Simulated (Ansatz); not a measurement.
ClH₄NSi···HCl···HF

```yaml
atoms:
  - { symbol: Si, position_ang: [-0.3086, 0.4485, -1.1868] }
  - { symbol: Cl, position_ang: [0.6601, -2.9991, 0.0185] }
  - { symbol: H, position_ang: [1.0181, -0.0395, -1.5994] }
  - { symbol: H, position_ang: [-1.3740, -0.5679, -1.1757] }
  - { symbol: Cl, position_ang: [-0.8684, 1.9387, -2.4881] }
  - { symbol: H, position_ang: [0.2796, -0.0781, 1.4756] }
  - { symbol: N, position_ang: [-0.1554, 1.0653, 0.4464] }
  - { symbol: H, position_ang: [0.6653, -2.1896, 1.0388] }
  - { symbol: F, position_ang: [0.5461, -0.7914, 2.0880] }
  - { symbol: H, position_ang: [0.5567, 1.7803, 0.5519] }
  - { symbol: H, position_ang: [-1.0193, 1.4328, 0.8308] }
```

The product side of a reaction path; geometry: PBE0-D4/def2-TZVP.

Method: RKS PBE0-D4/def2-TZVPP (Ansatz).

### What will maps of the electron density and electron localisation function show?

N7···H6 (1.60 Å): the density falls to about 0.47 e/Å³ on the way; the ELF peaks at about 0.90 between the atoms: by its geometry a hydrogen bond between the two molecules, with no shared pair.
Si–N (1.75 Å): ρ is about 1.1 e/Å³ halfway; the ELF peaks at about 0.95 between the atoms, as expected for a shared but strongly polarised pair.
Si–Cl (2.06 Å): ρ is about 0.91 e/Å³ halfway; the ELF peaks at about 0.85 between the atoms, as expected for a polar covalent bond.
F–H (0.98 Å): ρ is about 4.2 e/Å³ halfway; the ELF climbs to about 1 towards the hydrogen, as it does in any bond to H; a covalent bond by its length.

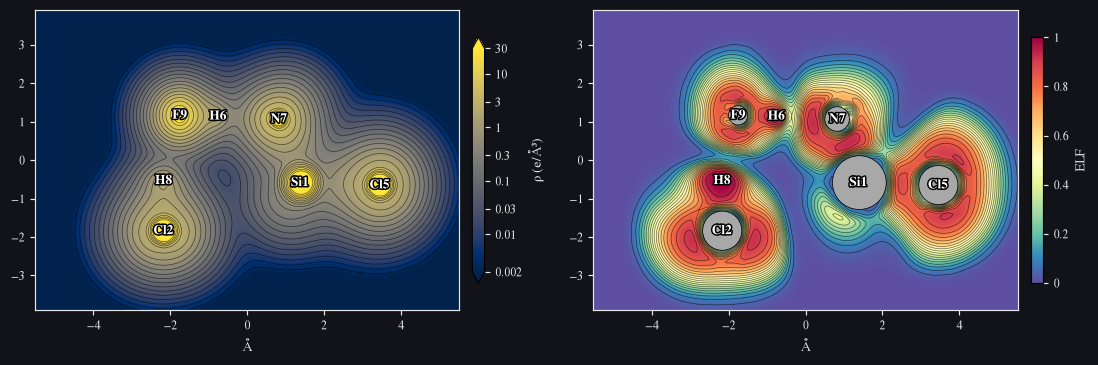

Computed electron density and electron localisation function on the plane of atoms Cl5, Si1 and N7, in this order. Grey discs cover the atomic cores in the ELF map. 
